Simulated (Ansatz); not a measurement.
## Run report: C2H10OSi, molecular dynamics (part 5 of 5)

The same run, continued: C2H10OSi; UKS PBE-D4/STO-3G (Ansatz 0.2.0). It belongs to a series of runs on one base structure; here: dynamics from the start.

Geometry of the input (Å):
```
Si 0.0903  0.3536  1.0047
O  0.8242  -0.5756  -0.6838
C  0.5988  -1.8554  -1.2103
H  -0.5686  -0.8970  1.4305
H  1.0001  0.6606  2.1055
C  -1.3198  1.5688  0.6385
H  1.3572  0.5873  -0.7986
H  1.2426  1.2997  -0.1363
H  0.1578  -2.4920  -0.4413
H  1.5481  -2.2942  -1.5305
H  -0.0831  -1.8067  -2.0661
H  -2.1373  1.4310  1.3393
H  -0.9939  2.6002  0.7104
H  -1.7163  1.4197  -0.3618
```

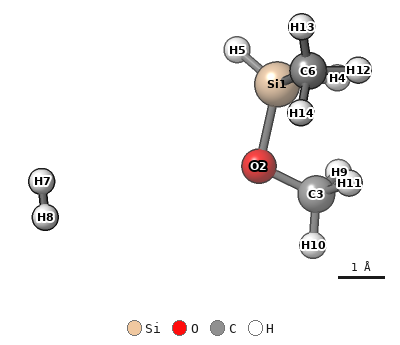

The geometry at step 136 of the log (ball-and-stick view, seen at a tilt; atoms are numbered from 1 in the order of the input).

Trajectory as extended XYZ, continued
```
14
Properties=species:S:1:pos:R:3:forces:R:3 step=119 time_fs=59.5 energy=-12004.87758 temperature=1119.4
Si    0.0874    0.1360    1.0159   -0.9455  -0.8774  -2.5257
O     1.0555   -0.4699   -0.5300   -1.1983   0.7863   2.6785
C     0.1755   -1.5841   -0.9264   -0.6162  -0.8744  -1.2088
H    -0.6855   -1.1028    1.1657    0.2065   0.3466   1.0942
H     0.7992    0.4492    2.2579    0.2519   0.3073  -0.3531
C    -1.3832    1.2996    0.4158    0.4640  -0.1313   0.2908
H     3.4651    3.4657   -1.7317   -0.0006  -0.0006   0.0007
H     3.7180    3.3685   -2.4143   -0.0006  -0.0005   0.0000
H    -0.1170   -2.3299   -0.1085    0.3544   0.6443  -0.6506
H     0.7124   -2.1934   -1.7172   -0.1711   0.5383   0.2995
H    -0.8140   -1.2243   -1.4005    0.8629  -0.3973   0.4301
H    -2.3078    0.6522    0.5140    0.6948   0.9817   0.0495
H    -1.5386    2.3322    0.8748    0.2599  -1.4023  -0.2336
H    -1.2170    1.4511   -0.6714   -0.1620   0.0793   0.1285
14
Properties=species:S:1:pos:R:3:forces:R:3 step=122 time_fs=61.0 energy=-12004.68770 temperature=999.7
Si    0.0900    0.1383    1.0203   -1.2536  -1.4955  -2.3595
O     1.0463   -0.4881   -0.5236   -0.4119   1.7473   2.8012
C     0.1795   -1.5673   -0.9310   -1.3756  -0.9679  -0.6055
H    -0.7594   -1.0944    1.1529    0.7551   0.8109   1.0458
H     0.8433    0.3917    2.2684    0.0112   0.3331  -0.5883
C    -1.3853    1.2940    0.4020    0.4878  -0.4970   2.6898
H     3.5348    3.5565   -1.7536    0.7119  -0.3966  -2.1190
H     3.7836    3.4181   -2.4940   -0.7129   0.3957   2.1196
H    -0.0953   -2.2803   -0.0973    0.2489   0.0273  -0.5041
H     0.6814   -2.1654   -1.7274    0.1032   0.1906  -0.1231
H    -0.8289   -1.2123   -1.3401    0.6501  -0.2779   0.0276
H    -2.2643    0.6169    0.5062    0.1326   0.6620   0.0776
H    -1.5952    2.2973    0.8775    0.3869  -1.0445  -0.2044
H    -1.2353    1.4329   -0.6308    0.2662   0.5125  -2.2578
14
Properties=species:S:1:pos:R:3:forces:R:3 step=125 time_fs=62.5 energy=-12004.60019 temperature=942.3
Si    0.0916    0.1394    1.0229   -1.3270  -1.7678  -2.2286
O     1.0366   -0.5039   -0.5134    0.4207   2.7468   2.8846
C     0.1812   -1.5521   -0.9367   -1.6842  -0.9671  -0.1070
H    -0.8174   -1.0692    1.1627    1.0928   0.8715   0.9636
H     0.8876    0.3414    2.2664   -0.1834   0.3949  -0.7427
C    -1.3864    1.2874    0.3928    1.2370  -0.9030   2.6008
H     3.6181    3.6396   -1.8165    0.3801  -0.2875  -1.2527
H     3.8355    3.4753   -2.5328   -0.3810   0.2867   1.2534
H    -0.0685   -2.2305   -0.0965    0.0405  -0.8293  -0.0812
H     0.6526   -2.1333   -1.7402    0.3578  -0.1745  -0.5610
H    -0.8306   -1.2061   -1.2792    0.0367  -0.0215  -0.4770
H    -2.2184    0.5954    0.5001   -0.6915  -0.0069   0.1022
H    -1.6437    2.2410    0.8765    0.3432   0.0175   0.1618
H    -1.2485    1.4252   -0.6352    0.3583   0.6402  -2.5161
14
Properties=species:S:1:pos:R:3:forces:R:3 step=128 time_fs=64.0 energy=-12004.50525 temperature=881.5
Si    0.0922    0.1391    1.0238   -1.1691  -1.6952  -2.1694
O     1.0275   -0.5160   -0.4992    1.1148   3.5519   2.8837
C     0.1799   -1.5388   -0.9426   -1.6391  -1.2489   0.0909
H    -0.8523   -1.0258    1.1932    1.1477   0.5514   0.8661
H     0.9282    0.2996    2.2486   -0.2671   0.4887  -0.7388
C    -1.3852    1.2793    0.3879    2.0452  -1.1333  -0.0393
H     3.7085    3.7180   -1.9018   -0.5323   0.5595   2.0059
H     3.8803    3.5374   -2.5492    0.5315  -0.5602  -2.0053
H    -0.0407   -2.1983   -0.0977   -0.1385  -1.4992   0.1876
H     0.6312   -2.1045   -1.7645    0.3737  -0.2453  -0.6123
H    -0.8314   -1.2004   -1.2285   -0.5897   0.2136  -0.8542
H    -2.1869    0.5739    0.4960   -1.1552  -0.4921   0.0237
H    -1.6851    2.1852    0.8790    0.1916   1.1272   0.5878
H    -1.2546    1.4306   -0.6893    0.0865   0.3820  -0.2266
14
Properties=species:S:1:pos:R:3:forces:R:3 step=131 time_fs=65.5 energy=-12004.49493 temperature=874.7
Si    0.0919    0.1376    1.0230   -0.8214  -1.3296  -2.1967
O     1.0198   -0.5234   -0.4812    1.4617   3.8970   2.7424
C     0.1756   -1.5278   -0.9484   -1.6451  -1.8405   0.1599
H    -0.8630   -0.9710    1.2424    0.9020  -0.0624   0.7974
H     0.9633    0.2684    2.2152   -0.2092   0.6087  -0.5642
C    -1.3805    1.2691    0.3831    1.6754  -0.9880  -1.7621
H     3.7896    3.8068   -1.9507   -0.3465   0.5214   1.5574
H     3.9345    3.5889   -2.6019    0.3457  -0.5220  -1.5568
H    -0.0157   -2.1973   -0.0958   -0.2038  -1.5597  -0.1106
H     0.6174   -2.0804   -1.8012    0.1566   0.0170  -0.2019
H    -0.8441   -1.1905   -1.1956   -0.6833   0.2310  -0.9249
H    -2.1788    0.5432    0.4921   -0.7925  -0.2545  -0.1785
H    -1.7219    2.1520    0.8933    0.2791   1.1908   0.5067
H    -1.2587    1.4443   -0.7492   -0.1189   0.0907   1.7319
14
Properties=species:S:1:pos:R:3:forces:R:3 step=133 time_fs=66.5 energy=-12004.56288 temperature=917.9
Si    0.0914    0.1360    1.0215   -0.5378  -0.9883  -2.2485
O     1.0158   -0.5254   -0.4671    1.4428   3.7930   2.5472
C     0.1710   -1.5222   -0.9521   -1.7612  -2.1931   0.2439
H    -0.8589   -0.9344    1.2848    0.6083  -0.5443   0.7833
H     0.9841    0.2547    2.1860   -0.0972   0.7000  -0.3751
C    -1.3757    1.2614    0.3783    0.8169  -0.6350  -1.8076
H     3.8389    3.8726   -1.9630    0.1432  -0.2679  -0.7281
H     3.9753    3.6167   -2.6574   -0.1439   0.2674   0.7286
H    -0.0014   -2.2153   -0.0954   -0.2089  -1.2551  -0.5515
H     0.6104   -2.0645   -1.8287   -0.0130   0.2465   0.1586
H    -0.8606   -1.1811   -1.1846   -0.3785   0.1034  -0.8092
H    -2.1834    0.5192    0.4878   -0.2683   0.1901  -0.3208
H    -1.7432    2.1440    0.9091    0.5424   0.6097   0.1285
H    -1.2626    1.4549   -0.7710   -0.1448  -0.0264   2.2507
14
Properties=species:S:1:pos:R:3:forces:R:3 step=136 time_fs=68.0 energy=-12004.64479 temperature=972.8
Si    0.0902    0.1330    1.0178   -0.2220  -0.5370  -2.2726
O     1.0113   -0.5241   -0.4432    1.0825   3.1633   2.0959
C     0.1616   -1.5172   -0.9572   -1.8752  -2.3535   0.4064
H    -0.8429   -0.8905    1.3625    0.1690  -1.1163   0.7761
H     1.0140    0.2471    2.1360    0.1263   0.8460  -0.0625
C    -1.3674    1.2488    0.3686   -0.5339  -0.0994  -0.7621
H     3.9158    3.9650   -1.9975    0.3470  -0.8834  -2.1388
H     4.0337    3.6646   -2.7245   -0.3476   0.8829   2.1393
H     0.0162   -2.2633   -0.1061   -0.2195  -0.5532  -1.1588
H     0.5993   -2.0358   -1.8663   -0.1648   0.4775   0.5430
H    -0.8907   -1.1658   -1.1821    0.2925  -0.1672  -0.5125
H    -2.1937    0.4880    0.4752    0.4159   0.7805  -0.4489
H    -1.7645    2.1408    0.9337    0.9748  -0.4006  -0.4865
H    -1.2708    1.4702   -0.7640   -0.0450  -0.0397   1.8820
14
Properties=species:S:1:pos:R:3:forces:R:3 step=139 time_fs=69.5 energy=-12004.95032 temperature=1167.2
Si    0.0889    0.1295    1.0124   -0.2669  -0.4375  -1.9710
O     1.0083   -0.5186   -0.4164    0.4964   2.1296   1.4784
C     0.1488   -1.5163   -0.9616   -1.6431  -1.9944   0.5296
H    -0.8228   -0.8697    1.4567    0.0465  -1.1680   0.6429
H     1.0465    0.2577    2.0846    0.2903   0.9829   0.1487
C    -1.3600    1.2361    0.3576   -1.2369   0.0144   1.0974
H     3.9994    4.0404   -2.0734    0.0773  -0.2789  -0.6083
H     4.0852    3.7296   -2.7503   -0.0779   0.2785   0.6087
H     0.0291   -2.3233   -0.1410   -0.2509   0.1017  -1.3565
H     0.5850   -1.9971   -1.8927   -0.1314   0.4895   0.5701
H    -0.9149   -1.1539   -1.1906    0.7482  -0.3590  -0.2028
H    -2.1959    0.4728    0.4531    0.6279   0.9224  -0.4407
H    -1.7653    2.1298    0.9484    1.1408  -0.8949  -0.7274
H    -1.2797    1.4851   -0.7187    0.1797   0.2137   0.2309
14
Properties=species:S:1:pos:R:3:forces:R:3 step=142 time_fs=71.0 energy=-12005.14319 temperature=1293.5
Si    0.0873    0.1257    1.0055   -0.5930  -0.7044  -1.0867
O     1.0059   -0.5103   -0.3876   -0.1008   0.9072   0.7355
C     0.1330   -1.5190   -0.9651   -0.9854  -1.2370   0.5562
H    -0.8009   -0.8732    1.5643    0.3160  -0.6558   0.2420
H     1.0850    0.2893    2.0359    0.2450   1.0700   0.1399
C    -1.3548    1.2233    0.3486   -0.9947  -0.3301   2.7606
H     4.0846    4.1116   -2.1591   -0.1989   1.2305   2.3854
H     4.1352    3.7986   -2.7662    0.1983  -1.2310  -2.3850
H     0.0366   -2.3815   -0.2043   -0.2876   0.4553  -1.0555
H     0.5681   -1.9482   -1.9075    0.0672   0.3306   0.2447
H    -0.9237   -1.1494   -1.2036    0.7174  -0.3674   0.0334
H    -2.1854    0.4766    0.4218    0.2574   0.5315  -0.3267
H    -1.7421    2.1008    0.9484    0.9189  -0.6456  -0.4129
H    -1.2848    1.5050   -0.6692    0.4402   0.6462  -1.8310
14
Properties=species:S:1:pos:R:3:forces:R:3 step=144 time_fs=72.0 energy=-12005.31073 temperature=1400.0
Si    0.0860    0.1229    1.0004   -0.7749  -0.9148  -0.2012
O     1.0043   -0.5039   -0.3678   -0.4276   0.0699   0.1885
C     0.1215   -1.5221   -0.9668   -0.3240  -0.6092   0.4766
H    -0.7830   -0.8840    1.6395    0.5699  -0.1816  -0.1376
H     1.1136    0.3231    2.0052    0.0713   1.0756   0.0142
C    -1.3523    1.2145    0.3451   -0.3183  -0.5320   2.6016
H     4.1394    4.1711   -2.1930   -0.0907   0.9912   1.7765
H     4.1705    3.8326   -2.8000    0.0902  -0.9916  -1.7761
H     0.0382   -2.4154   -0.2596   -0.3035   0.4563  -0.6285
H     0.5574   -1.9114   -1.9140    0.2400   0.2009  -0.0661
H    -0.9210   -1.1509   -1.2122    0.4091  -0.2590   0.1282
H    -2.1749    0.4861    0.3968   -0.2576   0.0548  -0.2296
H    -1.7154    2.0734    0.9430    0.5721  -0.0815   0.1003
H    -1.2832    1.5253   -0.6550    0.5440   0.7211  -2.2468
14
Properties=species:S:1:pos:R:3:forces:R:3 step=147 time_fs=73.5 energy=-12005.42292 temperature=1471.7
Si    0.0836    0.1181    0.9927   -0.8100  -1.0142   1.3077
O     1.0014   -0.4945   -0.3380   -0.7493  -1.1439  -0.6881
C     0.1039   -1.5276   -0.9688    0.9031   0.3305   0.1268
H    -0.7453   -0.9024    1.7486    0.8342   0.4298  -0.6999
H     1.1570    0.3929    1.9588   -0.3360   0.9838  -0.2570
C    -1.3488    1.2005    0.3434    0.8924  -0.4120   0.2226
H     4.2203    4.2736   -2.2200    0.0082  -0.7500  -1.2186
H     4.2247    3.8705   -2.8746   -0.0086   0.7497   1.2190
H     0.0352   -2.4587   -0.3521   -0.2923   0.1540   0.1458
H     0.5460   -1.8528   -1.9255    0.4199   0.0880  -0.3868
H    -0.9111   -1.1571   -1.2227   -0.3260   0.0248   0.1775
H    -2.1654    0.4999    0.3554   -1.0143  -0.5677  -0.1202
H    -1.6663    2.0331    0.9387   -0.0353   0.9584   1.0039
H    -1.2712    1.5675   -0.6707    0.5139   0.1688  -0.8326
14
Properties=species:S:1:pos:R:3:forces:R:3 step=150 time_fs=75.0 energy=-12005.31526 temperature=1404.5
Si    0.0805    0.1125    0.9860   -0.6038  -0.7331   2.6842
O     0.9975   -0.4866   -0.3091   -0.8478  -2.2462  -1.5955
C     0.0879   -1.5325   -0.9706    2.0060   1.0232  -0.4648
H    -0.6901   -0.9119    1.8430    0.8604   0.7568  -1.0800
H     1.1931    0.4837    1.9069   -0.7708   0.7812  -0.4884
C    -1.3438    1.1858    0.3421    1.0763   0.1369  -1.8649
H     4.3012    4.3622   -2.2688   -0.0628  -1.2471  -1.8667
H     4.2790    3.9221   -2.9274    0.0624   1.2467   1.8671
H     0.0260   -2.4988   -0.4419   -0.2142  -0.1522   0.7179
H     0.5432   -1.7921   -1.9447    0.3656   0.0971  -0.2745
H    -0.9080   -1.1628   -1.2295   -0.9003   0.2728   0.1960
H    -2.1764    0.5027    0.3114   -1.0127  -0.4622  -0.0364
H    -1.6174    2.0121    0.9549   -0.3190   1.1362   1.2162
H    -1.2484    1.6130   -0.7039    0.3608  -0.6102   0.9898
```
